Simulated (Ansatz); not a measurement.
Br···GeH₄ (SMILES [Br-].[GeH4]) (charge −1)

Input file:

```
crystal:
  periodic: [false, false, false]
  atoms:
    - {symbol: Br, position_ang: [-0.067549, 0.189802, -3.459776]}
    - {symbol: Ge, position_ang: [0.012166, -0.034285, 0.639875]}
    - {symbol: H, position_ang: [-1.249072, 0.558877, 1.312305]}
    - {symbol: H, position_ang: [1.214891, 0.713755, 1.263027]}
    - {symbol: H, position_ang: [-0.024219, 0.065614, -0.899098]}
    - {symbol: H, position_ang: [0.113783, -1.493664, 1.143567]}
basis:
  gaussian: {orbitals: "def2-TZVPPD.json"}
total_charge: -1
hamiltonian: {xc: pbe0, dispersion: d4}
output: {orbitals: {seedname: orbitals}}
```

Launched as:

```sh
ansatz run in.yaml --threads 4 --pin off --events-out ev --progress --plain --max-ram 9574MiB
```

Geometry: PBE0-D4/def2-TZVPD.

These are results of RKS PBE0-D4/def2-TZVPPD in Ansatz 0.2.0, not measurements.

Question: What will maps of the electron density and electron localisation function show?

Answer: Br1···H5 (2.56 Å): the density falls to about 0.12 e/Å³ on the way; the ELF dips to about 0.15 between them.
Ge–H (1.54 Å): ρ is about 1.1 e/Å³ halfway; the ELF climbs to about 1 towards the hydrogen.

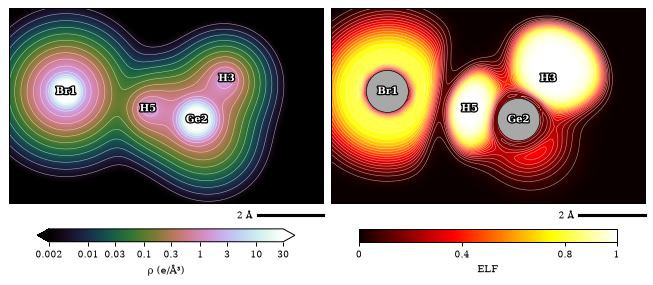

Computed electron density and electron localisation function on the plane of atoms H3, Ge2 and H5, in this order. Grey discs cover the atomic cores in the ELF map. 
